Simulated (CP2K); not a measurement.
# B2H2ClF (SMILES FBBCl) at PM6

What is the vertical singlet–triplet gap of B2H2ClF at PM6? 

Program for the calculation: CP2K 2026.2.

1 further run of the same task is left out (set aside as unsound or not needed).

## Step 1: The molecule

The species is B2H2ClF (6 atoms), meant as a singlet with charge 0. As SMILES, `FBBCl`. The coordinates come from a GFN2-xTB relaxation. This is one conformer, not always the lowest.

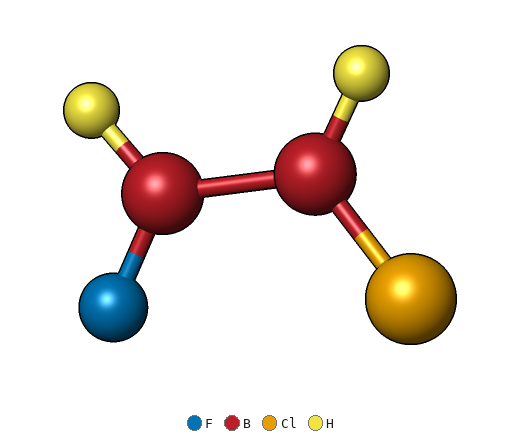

Viewed from a chosen angle; fluorine blue, boron red, chlorine amber, hydrogen yellow.

## Step 2: Energy and forces at PM6

File calc.inp:

```
&GLOBAL
  PROJECT calc
  RUN_TYPE ENERGY_FORCE
  PRINT_LEVEL MEDIUM
&END GLOBAL

&FORCE_EVAL
  METHOD QS
  &DFT
    &QS
      METHOD PM6
      EPS_DEFAULT 1.0E-10
      &SE
        &COULOMB
          CUTOFF [angstrom] 50
          RC_RANGE [angstrom] 0
        &END COULOMB
        &EXCHANGE
          CUTOFF [angstrom] 50
          RC_RANGE [angstrom] 0
        &END EXCHANGE
      &END SE
    &END QS
    &POISSON
      PERIODIC NONE
      POISSON_SOLVER ANALYTIC
    &END POISSON
    &SCF
      SCF_GUESS ATOMIC
      EPS_SCF 1.0E-06
      MAX_SCF 150
      ADDED_MOS 8
      &DIAGONALIZATION
        ALGORITHM STANDARD
      &END DIAGONALIZATION
      &MIXING
        METHOD DIRECT_P_MIXING
        ALPHA 0.4
      &END MIXING
    &END SCF
    &PRINT
      &MOMENTS
        PERIODIC F
        REFERENCE COM
        MAX_MOMENT 1
      &END MOMENTS
      &MO ON
        ENERGIES T
        OCCUPATION_NUMBERS T
        NDIGITS 6
        &EACH
          QS_SCF 0
        &END EACH
        ADD_LAST NUMERIC
      &END MO
      &HIRSHFELD OFF
      &END HIRSHFELD
    &END PRINT
  &END DFT
  &SUBSYS
    &CELL
      ABC 11.8 10.4 10.2
      PERIODIC NONE
    &END CELL
    &COORD
      F      0.966960    -1.176170    -1.092260
      B      0.811930    -0.102550    -0.343070
      B     -0.683540     0.257610     0.397960
      Cl    -2.040610    -0.738740     0.219050
      H      1.794020     0.547990    -0.252090
      H     -0.848770     1.211870     1.070420
    &END COORD
    &TOPOLOGY
      &CENTER_COORDINATES
      &END CENTER_COORDINATES
    &END TOPOLOGY
  &END SUBSYS
  &PRINT
    &FORCES ON
    &END FORCES
  &END PRINT
&END FORCE_EVAL
```

Started as:

```bash
$ OMP_NUM_THREADS=1 cp2k.psmp -i calc.inp > calc.out 2>&1
```

Output (excerpt; [...] marks lines left out):

```text
CP2K| version string:                                       CP2K version 2026.2
[...]
 GLOBAL| Method name                                                        CP2K
[...]
 GLOBAL| Run type                                                   ENERGY_FORCE
[...]
                             - Atoms:                                          6
[...]
                             - Spherical basis functions:                     23
[...]
 Number of electrons:                                                         22
[...]
     1 P_Mix/Diag. 0.40E+00    0.0     0.63920165       -28.4304641689 -2.84E+01
[...]
    18 DIIS/Diag.  0.13E-06    0.0     0.00000025       -31.7617622113 -9.81E-12
  *** SCF run converged in    18 steps ***
  Core-core repulsion energy [eV]:                            960.40042335375324
  Core Hamiltonian energy [eV]:                             -1393.18648268686206
  Two-electron integral energy [eV]:                         -862.99088831999654
  Electronic energy [eV]:                                   -1824.68192684686051
  Total energy [eV]:                                         -864.28150349310715
  Atomic reference energy [eV]:                               860.99824686473880
  Heat of formation [kcal/mol]:                               -75.71370252166987
[...]
 SE_DIPOLE| Moment [Debye]         -0.31581830      -1.22734136      -0.68560998
 SE_DIPOLE| Derivative [a.u.]       0.00000000       0.00000000       0.00000000
 ENERGY| Total FORCE_EVAL ( QS ) energy [hartree]            -31.761762211328016
 FORCES| Atomic forces [hartree/bohr]
 FORCES|   Atom     x               y               z               |f|
 FORCES|      1 -6.04224108E-03 -6.31121011E-03 -2.10178660E-03   8.98652086E-03
 FORCES|      2 -1.06255616E-02  3.93384898E-03  6.24704215E-03   1.29384413E-02
 FORCES|      3  2.63382202E-02  5.05429431E-03 -5.68808170E-03   2.74153608E-02
 FORCES|      4 -1.43511260E-02 -1.58963226E-02 -5.35307010E-03   2.20749462E-02
 FORCES|      5  1.22822984E-03  5.89739798E-03  3.39435200E-03   6.91443975E-03
 FORCES|      6  3.45247872E-03  7.32199146E-03  3.50154425E-03   8.81997621E-03
 FORCES| Sum    -2.08166817E-17 -2.77555756E-16 -1.38777878E-17
 FORCES| Total atomic force                                       2.78681045E-16
[...]
```

Wall time 1 s (1 thread of Intel Xeon Platinum 8488C (Sapphire Rapids), shared host); peak memory 0.18 GiB.

## Step 3: The triplet

File run.inp:

```
&global
 project_name run
 run_type ENERGY_FORCE
 print_level MEDIUM
&end global

&force_eval
 method QUICKSTEP
 &dft
  charge 0
  multiplicity 3
  unrestricted_kohn_sham T
  &qs
   method PM6
   eps_default 1.0E-10
   &se
    &coulomb
     cutoff [angstrom] 50
     rc_range [angstrom] 0
    &end coulomb
    &exchange
     cutoff [angstrom] 50
     rc_range [angstrom] 0
    &end exchange
   &end se
  &end qs
  &poisson
   periodic NONE
   poisson_solver ANALYTIC
  &end poisson
  &scf
   scf_guess ATOMIC
   eps_scf 1.0E-06
   max_scf 150
   &diagonalization
    algorithm STANDARD
   &end diagonalization
   &mixing
    method DIRECT_P_MIXING
    alpha 0.4
   &end mixing
  &end scf
  &print
   &moments
    periodic F
    reference COM
    max_moment 1
   &end moments
   &mo ON
    energies T
    occupation_numbers T
    ndigits 6
    &each
     qs_scf 0
    &end each
    add_last NUMERIC
   &end mo
   &hirshfeld OFF
   &end hirshfeld
  &end print
 &end dft
 &subsys
  &cell
   abc [angstrom] 11.8 10.4 10.2
   periodic NONE
  &end cell
  &coord
   F      0.966960    -1.176170    -1.092260
   B      0.811930    -0.102550    -0.343070
   B     -0.683540     0.257610     0.397960
   Cl    -2.040610    -0.738740     0.219050
   H      1.794020     0.547990    -0.252090
   H     -0.848770     1.211870     1.070420
  &end coord
  &topology
   &center_coordinates
   &end center_coordinates
  &end topology
 &end subsys
 &print
  &forces ON
  &end forces
 &end print
&end force_eval
```

Started as:

```bash
$ OMP_NUM_THREADS=1 cp2k.psmp run.inp > run.out
```

Output (excerpt; [...] marks lines left out):

```text
CP2K| version string:                                       CP2K version 2026.2
[...]
 GLOBAL| Method name                                                        CP2K
[...]
 GLOBAL| Run type                                                   ENERGY_FORCE
[...]
                             - Atoms:                                          6
[...]
                             - Spherical basis functions:                     23
[...]
 Number of electrons:                                                         12
[...]
     1 P_Mix/Diag. 0.40E+00    0.0     0.54970670       -28.4304641689 -2.84E+01
[...]
    39 DIIS/Diag.  0.34E-06    0.0     0.00000090       -31.6460684797 -7.29E-12
  *** SCF run converged in    39 steps ***
  Core-core repulsion energy [eV]:                            960.40042335375324
  Core Hamiltonian energy [eV]:                             -1390.27988416409971
  Two-electron integral energy [eV]:                         -862.50771228390829
  Electronic energy [eV]:                                   -1821.53374030605369
  Total energy [eV]:                                         -861.13331695230056
  Atomic reference energy [eV]:                               860.99824686473880
  Heat of formation [kcal/mol]:                                -3.11479046165998
[...]
 SE_DIPOLE| Moment [Debye]         -0.57755370      -1.45819913      -0.74999967
 SE_DIPOLE| Derivative [a.u.]       0.00000000       0.00000000       0.00000000
 ENERGY| Total FORCE_EVAL ( QS ) energy [hartree]            -31.646068479718238
 FORCES| Atomic forces [hartree/bohr]
 FORCES|   Atom     x               y               z               |f|
 FORCES|      1 -1.02718098E-02  2.91963538E-03  5.35164912E-03   1.19446430E-02
 FORCES|      2  3.18093037E-02 -1.92172780E-02 -2.32704588E-02   4.38480311E-02
 FORCES|      3 -4.86680836E-02 -1.57820330E-03  1.55411369E-02   5.11135992E-02
 FORCES|      4  7.57551970E-03 -7.67019783E-03 -7.51152946E-03   1.31393877E-02
 FORCES|      5  2.47994224E-03  1.15293080E-02  6.68144821E-03   1.35542173E-02
 FORCES|      6  1.70751278E-02  1.40167358E-02  3.20775397E-03   2.23230499E-02
 FORCES| Sum     3.05311332E-16 -1.66533454E-16 -9.71445147E-17
 FORCES| Total atomic force                                       3.61089265E-16
[...]
```

It took 1.1 s on 1 thread of Intel Xeon Platinum 8488C (Sapphire Rapids), shared host; peak memory 0.18 GiB.

## Step 4: Results

Level: PM6.

| quantity | value |
| --- | --- |
| singlet: total energy | -31.76176 Eh |
| singlet: dipole moment | 1.44 D |
| singlet: HOMO energy | -9.72 eV |
| singlet: LUMO energy | -1.25 eV |
| singlet: HOMO–LUMO gap | 8.47 eV |
| singlet: heat of formation at this unrelaxed shape | -75.7 kcal/mol |
| singlet: largest force on an atom | 1.410 eV/Å |
| triplet: total energy | -31.64607 Eh |
| triplet: dipole moment | 1.74 D |
| triplet: HOMO energy (highest over α and β) | -6.71 eV |
| triplet: heat of formation at this unrelaxed shape | -3.1 kcal/mol |
| triplet: largest force on an atom | 2.628 eV/Å |
| vertical energy of the triplet above the singlet | 3.148 eV |

In words: At this shape the triplet lies 3.15 eV (73 kcal/mol) above the singlet. The largest force (singlet) is 1.41 eV/Å: the shape isn't a stationary point for this species at this level.
